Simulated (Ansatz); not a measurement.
**Al₂F₄H₄N₂ (SMILES [F][Al-]1([F])[NH2+][Al-]([F])([F])[NH2+]1): density, localisation and related maps**

```xyz
12

F     0.6847   -0.7282    2.4179
Al    0.9369   -0.6250    0.7898
F     2.2930   -1.2583    0.0932
N     0.6385    1.1759    0.1732
Al   -0.9371    0.6250   -0.7896
F    -2.2924    1.2577   -0.0912
F    -0.6866    0.7293   -2.4180
N    -0.6381   -1.1761   -0.1738
H     0.4678    1.8518    0.9107
H     1.3798    1.5512   -0.4094
H    -1.3794   -1.5517    0.4086
H    -0.4670   -1.8517   -0.9114
```

Geometry: PBE0-D4/def2-TZVP.

Theory: RKS PBE0-D4/def2-TZVPP in Ansatz.

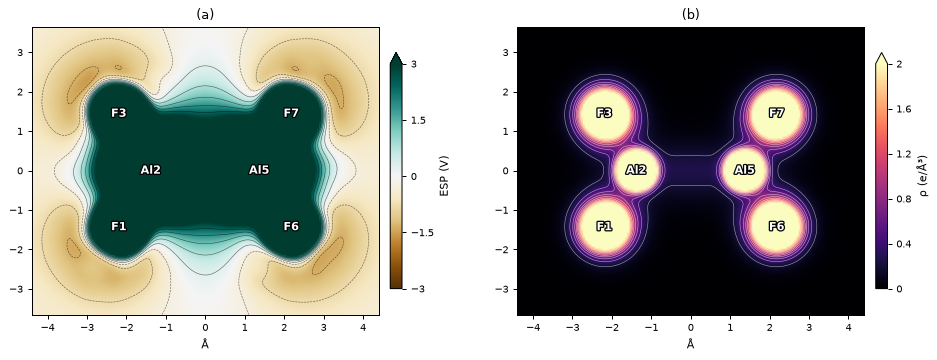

Figure 1. (a) molecular electrostatic potential; (b) electron density on the plane of atoms F6, Al5 and F7.

> Read the bonding off the picture.

The plane passes through F and Al nuclei. Al–F (1.65 Å): ρ is about 0.9 e/Å³ halfway. Outside the dense part of the molecule the potential is most negative (−1.5 V) near F1, F3, F6 and F7.

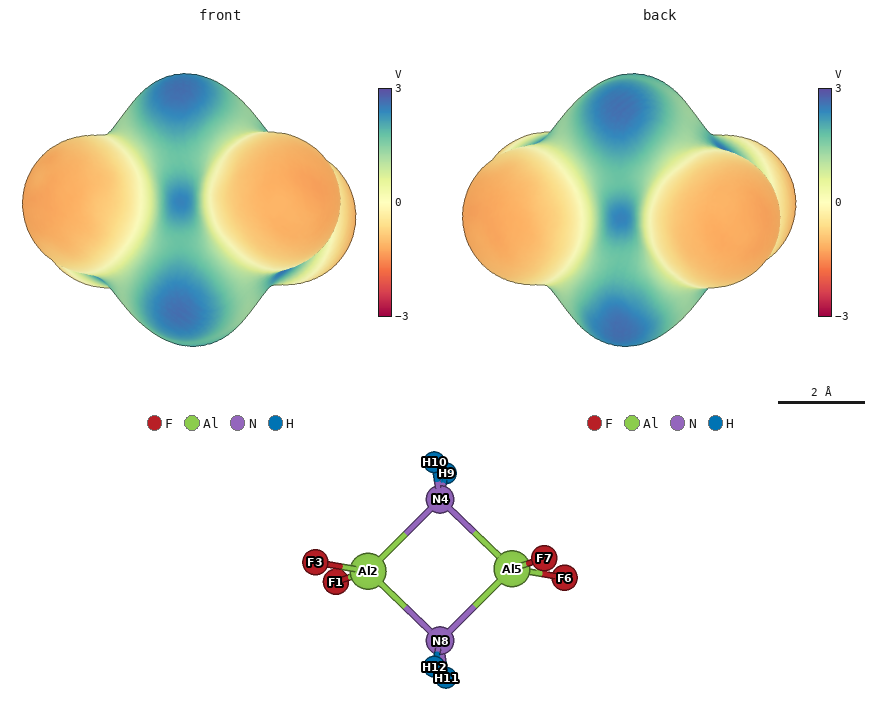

Figure 2. The electrostatic potential painted on the density surface at 0.002 e/bohr³, seen from the front and from behind; red is negative and blue positive. The bare structure is drawn below in the same view.

> Describe the electrostatic potential map.

The most negative region (about −1.3 V) lies over F1, F3, F6 and F7, the most positive (about +2.6 V) over H9, H10, H11 and H12.

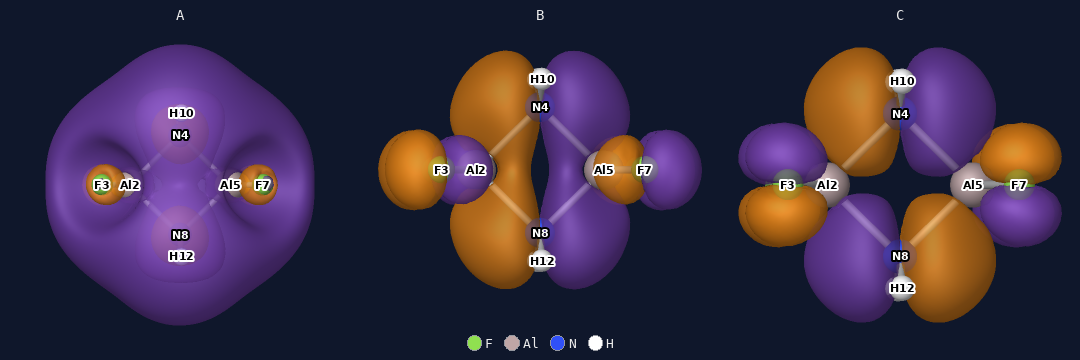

Figure 3. Three frontier orbitals at ±0.05 Å⁻³ᐟ² (orange and purple are the two phases), in no order.

> Order the three orbitals by energy and name them.

B is the HOMO−1 (−10.50 eV). Its weight (Hirshfeld) is mainly on N4 (about 25 %), N8 (about 25 %), F1 (about 10 %), F3 (about 10 %), F6 (about 10 %) and F7 (about 10 %); it is ungerade (odd under inversion); largely a combination of lone pairs on N4, N8, F1, F3, F6 and F7. C is the HOMO (−10.03 eV). It lies mainly on N4 (about 25 %), N8 (about 25 %), Al5 (about 5 %), F1 (about 5 %), F3 (about 5 %), F6 (about 5 %) and F7 (about 5 %); it is gerade (even under inversion); largely a combination of lone pairs on N4, N8, F1, F3, F6 and F7. A is the LUMO (−0.45 eV). Its weight (Hirshfeld) is mainly on Al2 (about 20 %), Al5 (about 20 %), H9 (about 5 %), H10 (about 5 %), H11 (about 5 %) and H12 (about 5 %); it is gerade (even under inversion).

> What is the HOMO–LUMO gap?

9.58 eV between the orbital energies.
